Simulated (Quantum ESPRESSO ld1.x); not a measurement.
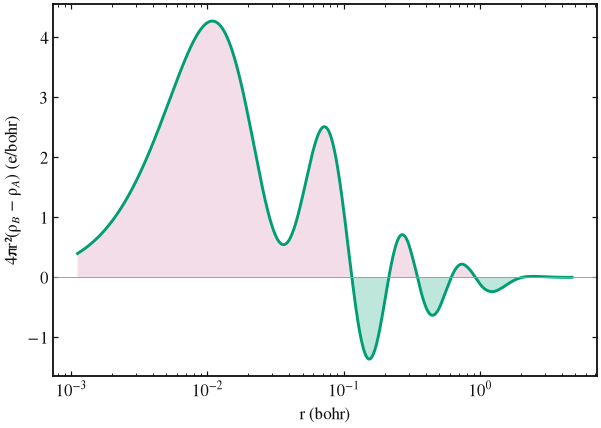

The Rh³⁺ ion in [Kr] 4d6 (open shells shared over both j by 2j + 1) was computed with two values of the speed of light (atomic units): c = 137.036; c = 13703.6. Theory: Dirac Kohn-Sham, LDA (Slater exchange, Perdew-Zunger correlation), spin-unpolarised, spherical densities, point nucleus (computed with Quantum ESPRESSO ld1.x 7.5).

The plot shows the radial density of run B less that of run A; on the logarithmic r axis, areas aren't charges.

Which run is A and which is B? Where does the charge move?

Answer. A is c = 13703.6; B is c = 137.036. B holds 0.33 electrons more than A where the difference is positive (most at r = 0.011 bohr) and 0.33 electrons fewer where it is negative (most at r = 0.15 bohr), with no net change.
